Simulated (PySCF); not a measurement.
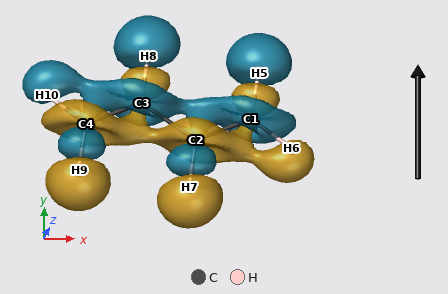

Figure 1: C4H6, SMILES `C=CC=C`. Change of the electron density in a uniform field of 0.51 V/Å along +y (arrow), surfaces at ±0.004 e/Å³ (yellow: gain, teal: loss).

Method: CAM-B3LYP/def2-SVPD; geometry: GFN2-xTB; program: PySCF. No frequency check shows the geometry to be a minimum.

Input

```python
import numpy as np
from pyscf import gto, scf, dft
from pyscf.scf import atom_ks, atom_hf
from scipy.linalg import block_diag

def solve(mol, dm0=None, hcore=None):
    mf = (dft.UKS if mol.spin else dft.RKS)(mol, xc='camb3lyp')
    mf.grids.level = 3
    mf = mf.density_fit(auxbasis='def2-universal-jkfit')
    mf.conv_tol, mf.max_cycle = 1e-8, 80
    if hcore is not None:
        mf.get_hcore = lambda *args: hcore
    mf.kernel(dm0)
    if not mf.converged:
        mf = mf.newton().run(mf.mo_coeff, mf.mo_occ, max_cycle=30)
    assert mf.converged, 'SCF not converged'
    return mf

mol = gto.M(atom='''
C      1.82822     0.10737     0.00000
C      0.60134    -0.40223     0.00000
C     -0.60134     0.40223     0.00000
C     -1.82822    -0.10737     0.00000
H      1.99619     1.17224     0.00000
H      2.70657    -0.51496     0.00000
H      0.45611    -1.47505     0.00000
H     -0.45611     1.47505     0.00000
H     -1.99619    -1.17224     0.00000
H     -2.70657     0.51496     0.00000
''', basis='def2-svpd', charge=0, spin=0, verbose=4)
field = np.array([-0.0, -0.01, -0.0])  # atomic units
mol.set_common_orig(mol.atom_charges() @ mol.atom_coords() / mol.atom_charges().sum())
mf = solve(mol)
out = dict(dm0=mf.make_rdm1(), d0=mf.dip_moment(unit='AU'), e0=mf.e_tot)
for name, sign in (('p', 1), ('m', -1)):
    h = mf.get_hcore() + sign * np.einsum('x,xij->ij', field, mol.intor('int1e_r'))
    mi = solve(mol, mf.make_rdm1(), h)
    out.update({'dm' + name: mi.make_rdm1(), 'd' + name: mi.dip_moment(unit='AU'), 'e' + name: mi.e_tot})
# spherically averaged free atoms, for the promolecule
atm = atom_ks.get_atm_nrks(mol, xc='camb3lyp')
pro = block_diag(*[(atm[a[0]][2] * atm[a[0]][3]) @ atm[a[0]][2].T for a in mol._atom])
np.savez('result.npz', pro=pro, **out)
```

Run with:

```sh
OMP_NUM_THREADS=1 python input.py
```

The run took 20 s on 1 thread of Intel(R) Xeon(R) 6975P-C (Granite Rapids), on a shared host, peak memory 0.65 GiB.

Partitions, critical points and surface values were worked out afterwards from this run's density.

The field was applied in both directions; the picture shows the one opposite to the script's first.

**How large is the response?**

The induced dipole is 1.15 D (along the field); α along this axis, from the fields in both directions, is 45 bohr³ (6.6 Å³).
